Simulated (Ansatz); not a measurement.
# GaHClO (SMILES [O][GaH][Cl]): UCCSD(T)/def2-SVPD

Aim: the vertical electron affinity of GaHClO at UCCSD(T)/def2-SVPD, from 2 runs. 

The calculation is run with Ansatz 0.2.0.

70 further runs of the same task are left out: 1 that didn't finish, 69 set aside as unsound or not needed. Runs told in other sessions of the task aren't counted.

## (1) The system as given

GaHClO: 4 atoms, total charge 0, spin state doublet. As SMILES, `[O][GaH][Cl]`. The shape is that of a PBE0-D4/def2-TZVP optimisation.

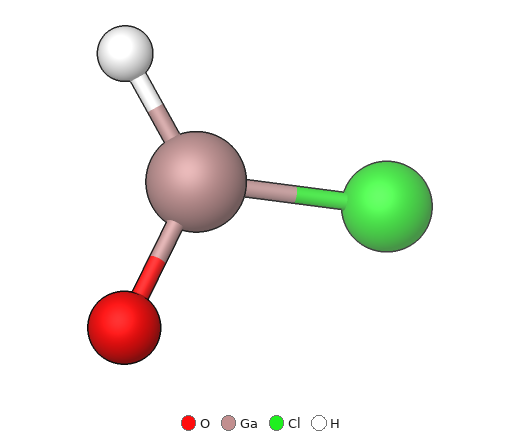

The structure, seen from a chosen angle (oxygen red, gallium pink, chlorine green, hydrogen white).

## (2) The energy at UCCSD(T)/def2-SVPD

job.yaml

```yaml
crystal:
  periodic: [false, false, false]
  atoms:
    - {symbol: O, position_ang: [-1.739800, -0.117700, -0.212200]}
    - {symbol: Ga, position_ang: [0.030900, 0.144300, -0.061200]}
    - {symbol: Cl, position_ang: [1.050700, -1.557300, 0.708800]}
    - {symbol: H, position_ang: [0.713700, 1.470500, -0.455700]}
basis:
  gaussian:
    orbitals: def2-SVPD
magnetization:
  spin_polarized: true
  initial_magnetization: 1
correlation:
  method: ccsd_t
  frozen_orbitals: {Cl: 5, Ga: 9, H: 0, O: 1}
accuracy: high
scf:
  omitted_lower_state_checks: [cluster_reference, increment]
```

Started as:

```
$ ansatz run job.yaml --threads 1 --pin off --max-ram 3480MiB --events-out events.jsonl --progress --plain --runs-dir runs
```

The program printed (excerpt; [...] marks lines left out):

```text
Warning: RAYON_NUM_THREADS=1 ignored (pool sized by the plan → 1); use --threads N
Functional definition: HF
  name "HF"
[...]
1788 factors; integrals over basis functions are off by at most 4.1e-9 eV
[...]
mean field -66879.66176183 eV, -2457.7822370844 hartree, gradient 2.7e-8 eV, S^2 0.759593; 3 other end points of the search recorded, 0 dependent functions left out
15 core orbitals not correlated: weight in the atoms' cores, before any rotation towards them, 1.000 or more for the frozen orbitals, at most 0.000 for the correlated occupied ones
reference -66879.66176183 eV, -2457.7822370844 hartree; 14, 13 occupied and 67, 68 virtual orbitals, 1788 factors
second order -13.70083542 eV of doubles, -0.00000000 eV of singles
cycle   1  -13.69319644 eV  change    7.6e-3 eV  update   1.0e-1
[...]
cycle  35  -14.20863346 eV  change   4.3e-11 eV  update   3.2e-9
perturbative correction -0.42489007 eV, -0.0156144219 hartree
Total energy: -66894.29528536 eV, -2458.3200091549 hartree
Checks for a lower state left out: cluster_reference, increment
```

Wall time 2 min (1 thread of Arm Neoverse V2, shared host); peak memory 1.1 GiB.

## (3) The singlet anion

input.yaml

```yaml
crystal:
  periodic: [false, false, false]
  atoms:
    - {symbol: O, position_ang: [-1.739800, -0.117700, -0.212200]}
    - {symbol: Ga, position_ang: [0.030900, 0.144300, -0.061200]}
    - {symbol: Cl, position_ang: [1.050700, -1.557300, 0.708800]}
    - {symbol: H, position_ang: [0.713700, 1.470500, -0.455700]}
basis:
  gaussian: {orbitals: def2-SVPD}
total_charge: -1
correlation: {method: ccsd_t, frozen_orbitals: {Cl: 5, Ga: 9, H: 0, O: 1}}
accuracy: high
scf: {omitted_lower_state_checks: [cluster_reference, increment]}
```

Started as:

```
$ ansatz run input.yaml --threads 1 --pin off --max-ram 3480MiB --events-out events.jsonl --progress --plain --runs-dir runs
```

The program printed (excerpt; [...] marks lines left out):

```text
Warning: RAYON_NUM_THREADS=1 ignored (pool sized by the plan → 1); use --threads N
[... 2 set-up lines as earlier in the session ...]
[...]
1790 factors; integrals over basis functions are off by at most 3.9e-9 eV
[...]
mean field -66880.24133038 eV, -2457.8035358357 hartree, gradient 2.4e-8 eV, S^2 0.000000; 0 other end points of the search recorded, 0 dependent functions left out
15 core orbitals not correlated: weight in the atoms' cores, before any rotation towards them, 1.000 or more for the frozen orbitals, at most 0.000 for the correlated occupied ones
reference -66880.24133038 eV, -2457.8035358357 hartree; 14, 14 occupied and 67, 67 virtual orbitals, 1790 factors
second order -16.25333563 eV of doubles, -0.00000000 eV of singles
cycle   1  -15.32180529 eV  change    9.3e-1 eV  update   1.8e-1
[...]
cycle  28  -16.12716236 eV  change   -2.4e-9 eV  update   2.8e-9
perturbative correction -0.64393546 eV, -0.0236641918 hartree
Total energy: -66897.01242820 eV, -2458.4198623127 hartree
Checks for a lower state left out: cluster_reference, increment
```

It took 29 s on 1 thread of Arm Neoverse V2, shared host; peak memory 0.54 GiB.

## (4) Outcome

At UCCSD(T)/def2-SVPD, 15 core orbitals frozen:

| quantity | value |
| --- | --- |
| doublet GaHClO: total energy | -2458.32001 Eh |
| doublet GaHClO: correlation energy (15 core orbitals frozen) | -537.8 mEh |
| doublet GaHClO: (T) correction | -15.61 mEh |
| doublet GaHClO: ⟨S²⟩ of the reference determinant | 0.760 |
| doublet GaHClO: T1 diagnostic | 0.016 |
| singlet anion: total energy | -2458.41986 Eh |
| singlet anion: correlation energy (15 core orbitals frozen) | -616.3 mEh |
| singlet anion: (T) correction | -23.66 mEh |
| singlet anion: T1 diagnostic | 0.024 |
| vertical electron affinity (to the singlet anion) | 2.717 eV |

In words: At fixed nuclei the extra electron is bound by 2.72 eV (262 kJ/mol). The triples (doublet GaHClO) make up 2.9 % of the correlation energy. The T1 diagnostic (singlet anion) of 0.024 is above the customary mark for such species, so a single reference may not serve. The triples (singlet anion) make up 3.8 % of the correlation energy.
